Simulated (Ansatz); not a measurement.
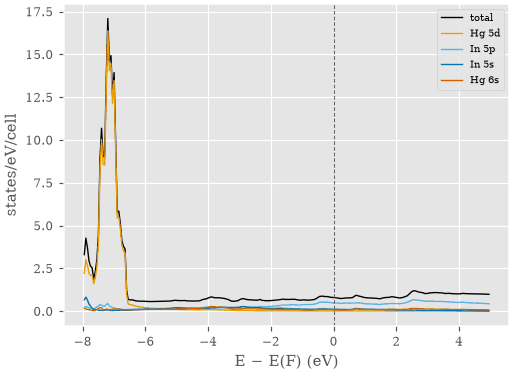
Figure: Total and projected density of states of InHg in space group R-3m (No. 166; In on 3b, Hg on 3a), the program Ansatz at the PBEsol level (PAW)

Which orbitals carry the states next to the Fermi level?

Within 0.5 eV of the Fermi level: In 5p 61 %, In 5s 14 %, Hg 6s 11 %, outside the projected shells 10 %. Projections are on Löwdin-orthogonalised atomic valence shells; empty p or d shells of many metals are not among them.

Where is the tallest occupied peak in this window, and what makes it?

Near -7.2 eV, about 17 states/eV per cell; the largest projected share is Hg 5d.

The workflow started from an entry of the Crystallography Open Database (COD). Whether it is the stable phase at ambient conditions was not checked. The PBEsol relaxation kept the symmetry of its start; whether a distortion lowers the energy is not shown. Scalar-relativistic: spin–orbit coupling is off unless named, which matters more the heavier the elements.

Potentials: the later of the program's two PAW sets.
